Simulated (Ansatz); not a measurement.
Rh (fcc, Cu type)

```
Rh
1.0
    0.00000     1.91513     1.91513
    1.91513     0.00000     1.91513
    1.91513     1.91513     0.00000
Rh
1
Direct
  0.00000   0.00000   0.00000
```

Equation-of-state scan: isotropic scaling of the cell above, V₀ being its volume. Symmetry pins the atoms to their sites.

Calculation: PBE (plane waves to 420 eV, PAW, scalar-relativistic; Ansatz, a first-principles code). k mesh 21×21×21 (Γ-centred), Fermi-Dirac smearing 0.05 eV. Energies are smeared free energies. Rh is run without spin polarisation. Rh was relaxed with its symmetry unable to fall. The PAW data are Ansatz's earlier set. ΔE is measured from the relaxed starting cell.

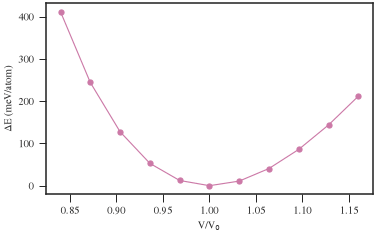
Figure. ΔE (meV/atom) against V/V₀; markers are the computed points, lines only join them.

Question: What is ΔE at V/V₀ = 0.840?

Answer: About 410 meV/atom.

Question: What is ΔE at V/V₀ = 1.160?

Answer: About 210 meV/atom.

Question: What bulk modulus B₀ follows from a third-order Birch-Murnaghan fit?

Answer: About 260 GPa.

(Under strain, the slope of the energy per volume gives the stress and its curvature an elastic modulus.)
